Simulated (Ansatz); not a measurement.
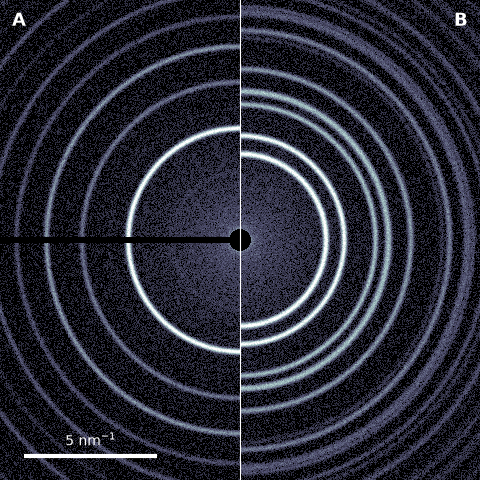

Simulated electron diffraction rings at 200 kV (λ = 0.0251 Å), scale in nm⁻¹ (radius = 1/d), for a fine-grained powder without texture. Kinematic intensities with B = 0.5 Å² for all atoms, without multiple scattering; brightness goes as intensity to the power 0.4, clipped at the top, with counting noise. Reflections closer than the ring width show as one ring. The left and right halves show two different samples, each scaled to its strongest ring.

Structure 1:
```
Sn C
1.0
     3.61589    0.00000    0.00000
     0.00000    3.61589    0.00000
     0.00000    0.00000    6.15329
Sn C
2 4
Direct
  0.00000 0.00000 0.00000
  0.50000 0.50000 0.50000
  0.50000 0.50000 0.10222
  0.00000 0.00000 0.39778
  0.00000 0.00000 0.60222
  0.50000 0.50000 0.89778
```

Structure 2:
```cif
data_structure
_symmetry_space_group_name_H-M 'P 1'
_symmetry_Int_Tables_number 1
_cell_length_a 6.7532
_cell_length_b 6.7532
_cell_length_c 6.7532
_cell_angle_alpha 90.000
_cell_angle_beta 90.000
_cell_angle_gamma 90.000
_cell_volume 307.99
loop_
_atom_site_label
_atom_site_type_symbol
_atom_site_fract_x
_atom_site_fract_y
_atom_site_fract_z
_atom_site_occupancy
Sn1 Sn 0.00000 0.00000 0.50000 1
Sn2 Sn 0.25000 0.75000 0.25000 1
W1 W 0.50000 0.00000 0.50000 1
W2 W 0.25000 0.25000 0.25000 1
Sn3 Sn 0.00000 0.50000 0.00000 1
Sn4 Sn 0.25000 0.25000 0.75000 1
W3 W 0.50000 0.50000 0.00000 1
W4 W 0.25000 0.75000 0.75000 1
Sn5 Sn 0.50000 0.00000 0.00000 1
Sn6 Sn 0.75000 0.75000 0.75000 1
W5 W 0.00000 0.00000 0.00000 1
W6 W 0.75000 0.25000 0.75000 1
Sn7 Sn 0.50000 0.50000 0.50000 1
Sn8 Sn 0.75000 0.25000 0.25000 1
W7 W 0.00000 0.50000 0.50000 1
W8 W 0.75000 0.75000 0.25000 1
```

Origins: 1, the end point of a relaxation (final pressure about 20 GPa) with DFT LDA, scalar-relativistic, plane waves, PAW in Ansatz 0.2.0; the starting structure was generated, so it need not be a known form of this composition; 2, the end point of a relaxation with DFT PBE, scalar-relativistic, plane waves, PAW (Ansatz); the starting structure was generated, so it need not be a known form of this composition.

Which structure gives which half?

Answer. Half A is structure 2 (SnW): 220 at 4.19 nm⁻¹ (d = 2.39 Å), 400 at 5.92 nm⁻¹ (d = 1.688 Å), 422 at 7.25 nm⁻¹ (d = 1.378 Å), 440 at 8.38 nm⁻¹ (d = 1.194 Å).
Half B is structure 1 (SnC2): 101 + 002 at 3.23 nm⁻¹ (d = 3.12 + 3.08 Å), 110 at 3.91 nm⁻¹ (d = 2.56 Å), 112 at 5.09 nm⁻¹ (d = 1.966 Å), 200 + 103 at 5.57 nm⁻¹ (d = 1.808 + 1.784 Å).
